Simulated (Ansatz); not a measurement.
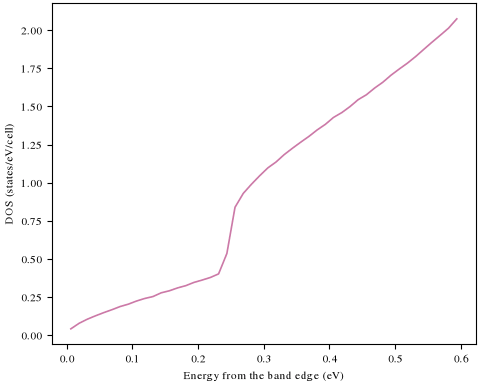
Fig. 1. Density of states of AlN (P6_3mc) below the valence band maximum, Ansatz (an electronic-structure program) with HSE06, rigid bands; cell volume 41.8 Å³.

**Question.** What effective density of states at 300 K does this give (∫ g(E) exp(−E/k_BT) dE, both spins, divided by the cell's size)?

**Answer.** 5.3e19 cm⁻³, a density-of-states mass of 1.65 mₑ, valleys and band degeneracy included.

Spin-orbit coupling is left out; where it splits the top of the valence band, N_v and the p-type Seebeck coefficient come out somewhat high without it. Geometry: cell and atoms relaxed with PBEsol.
